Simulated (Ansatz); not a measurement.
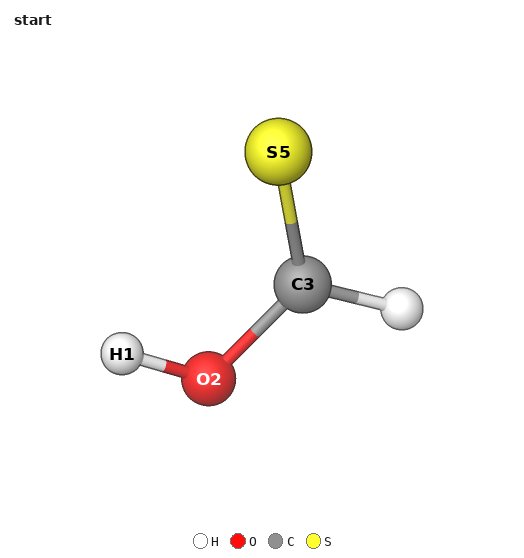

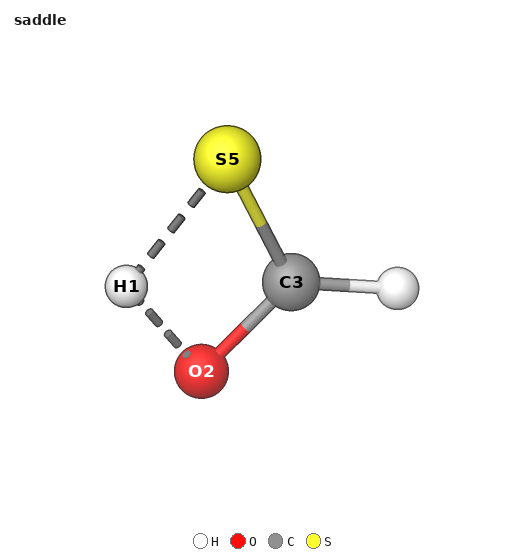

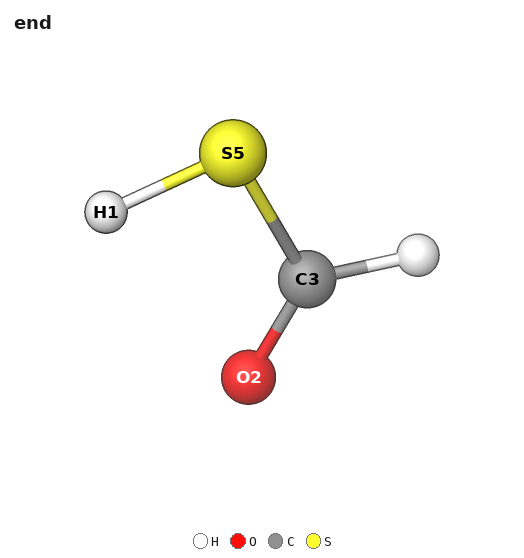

A saddle point and the two end points reached downhill from it. Broken sticks mark bonds that form or break. The species is neutral and a spin singlet. Geometries: PBE0-D4/def2-TZVP; all other levels are single points on them, and energies count from the start as drawn. Program: Ansatz 0.2.0. In CBS estimates cores are frozen, and CCSD(T) − MP2 is taken in the smaller basis.

Which bonds form and which break from start to end?

Formed: H1–S5; broken: H1–O2. At the saddle point H1···S5 is 1.65 Å, H1···O2 is 1.35 Å.

Give the electronic barrier and the reaction energy from start to end in eV (no zero-point energy) with CCSD(T)/CBS (MP2 limit from def2-TZVPP and def2-QZVPP plus CCSD(T) − MP2); RHF-CCSD(T) (frozen core)/def2-SVP; BHLYP-D4/def2-TZVPP; ωB97X-V/def2-TZVPP; PBE-D4/def2-TZVPP; PBE-D4/def2-SVP; B97M-V/def2-TZVPP; PBE-D4/STO-3G.

```csv
level,barrier,reaction energy
CCSD(T)/CBS (MP2 limit from def2-TZVPP and def2-QZVPP plus CCSD(T) − MP2),1.343,−0.028
RHF-CCSD(T) (frozen core)/def2-SVP,1.332,−0.154
BHLYP-D4/def2-TZVPP,1.556,−0.077
ωB97X-V/def2-TZVPP,1.355,−0.110
PBE-D4/def2-TZVPP,1.072,−0.098
PBE-D4/def2-SVP,1.004,−0.128
B97M-V/def2-TZVPP,1.318,−0.100
PBE-D4/STO-3G,0.633,−0.509
```
